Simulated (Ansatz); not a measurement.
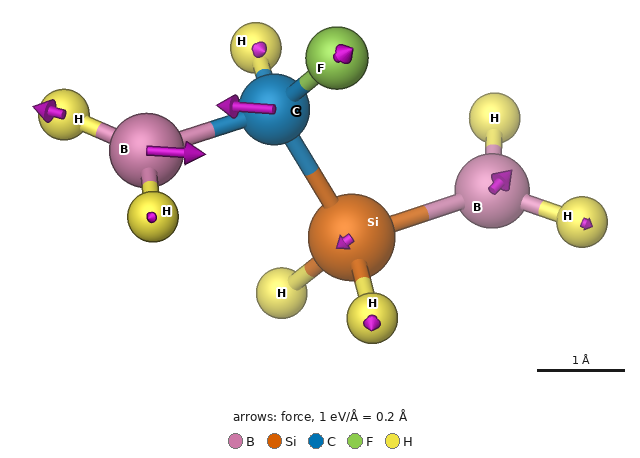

Starting geometry of CH7B2FSi with the computed forces as purple arrows. Style: ball-and-stick. Shown at a tilt.

The run prepares an end point of a later path (torsion) calculation, from a guessed geometry.

All numbers below come from Ansatz 0.2.0, RKS r2SCAN/def2-SVP.

Input file:
```yaml
crystal:
  periodic: [false, false, false]
  atoms:
    - { symbol: B, position_ang: [-1.5172, -0.0231, 1.7575] }
    - { symbol: Si, position_ang: [-0.2019, -0.6801, 0.5599] }
    - { symbol: C, position_ang: [0.2753, 0.6459, -0.673] }
    - { symbol: B, position_ang: [1.5202, 0.0952, -1.6161] }
    - { symbol: F, position_ang: [-0.7833, 1.009, -1.4354] }
    - { symbol: H, position_ang: [-1.3366, 0.9811, 2.4166] }
    - { symbol: H, position_ang: [-2.6021, -0.4881, 1.7907] }
    - { symbol: H, position_ang: [-0.6908, -1.8239, -0.1714] }
    - { symbol: H, position_ang: [0.9732, -1.0683, 1.3986] }
    - { symbol: H, position_ang: [0.6914, 1.5284, -0.0817] }
    - { symbol: H, position_ang: [1.2241, -0.8459, -2.2881] }
    - { symbol: H, position_ang: [2.5247, 0.6147, -1.6235] }
basis:
  gaussian: { orbitals: def2-SVP }
hamiltonian:
  xc: r2scan
relax:
  f_tol: 0.015
  max_steps: 40
```

Launched with:
```bash
ansatz run input.yaml --threads 2 --pin off --max-ram 3072MiB --backend cpu --events-out ev --progress --plain --runs-dir out
```

Is this structure relaxed? If not, where do the atoms go?

Answer. It isn't relaxed: the largest force vector, on C3, is 3.76 eV/Å. The final displacements have little in common with the starting forces (cosine between the two patterns 0.00). Over 25 accepted moves (27 points after the start) the energy falls by 98.3 kJ/mol. The largest force component goes from 3.7 to 0.0035 eV/Å. The line search rejected the trial steps at points 19, 25 of the run. The largest move after the best rigid fit is that of H7, 1.26 Å. By element the largest moves are H 1.26 Å, F 1.17 Å, B 0.72 Å, Si 0.56 Å, C 0.39 Å. Some distances before and after: B1–F5 3.435 → 1.843 Å, C3–B4 1.656 → 1.504 Å, B1–Si2 1.896 → 2.025 Å, C3–F5 1.354 → 1.483 Å. Bond angles that change, for instance: B1–Si2–C3 110.3° → 79.3°, B1–Si2–H9 106.3° → 125.1°, B4–C3–H10 106.2° → 124.9°. Groups turn about Si2–C3 by about 50°. Cost: 110 s on 2 threads of Intel(R) Xeon(R) Platinum 8375C CPU @ 2.90GHz (Ice Lake) (shared host), peak memory 0.2 GiB.
